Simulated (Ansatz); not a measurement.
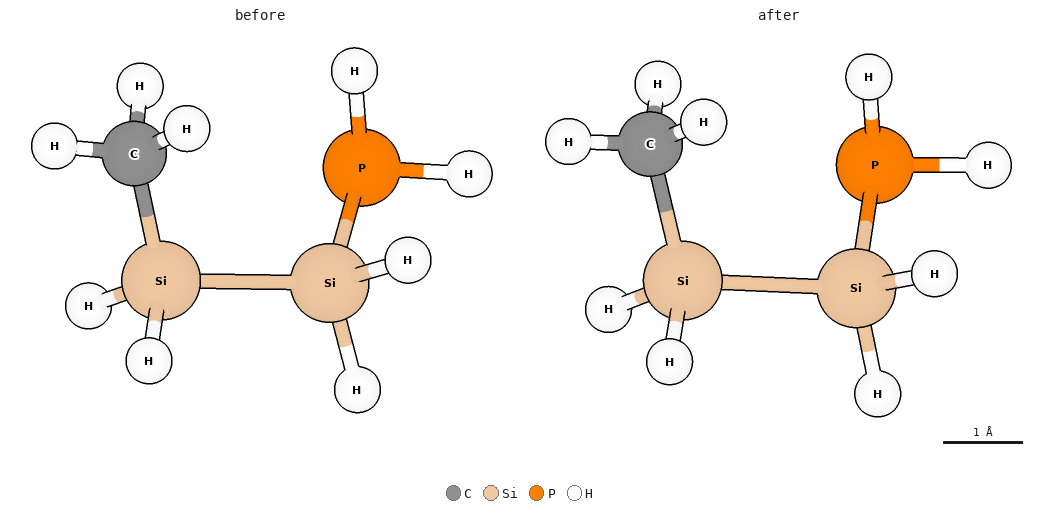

The structure of CH$_{9}$PSi$_{2}$ before (left) and after (right) a relaxation, at one scale.

Style: ball-and-stick. Shown at a tilt.

The run prepares an end point of a later path (torsion) calculation, from a guessed geometry.

All numbers below come from RKS PBE-D4/6-31G* (Ansatz). Set-up: no spin polarisation; force threshold 0.015 eV/Å; at most 40 steps.

> Describe what moved and what it gained.

Over 8 geometry steps the energy falls by 0.421 eV. Largest force component: 2.4 eV/Å at the start, 0.014 eV/Å at the end. The atom that moves furthest after the best rigid fit is an H atom (0.20 Å). By element the largest moves are H 0.20 Å, C 0.13 Å, Si 0.12 Å, P 0.09 Å. Among the contacts that change: C–Si 1.786 → 1.899 Å, P–Si 2.204 → 2.288 Å, H–P 1.364 → 1.438 Å, Si–Si 2.286 → 2.350 Å. Among the angles between lasting bonds that change: Si–Si–P 114.9° → 108.7°, P–Si–H 106.6° → 112.5°, H–P–H 97.5° → 92.7°. Cost: 37 s on 1 thread of Arm Neoverse V2 (shared host), peak memory 0.13 GiB.
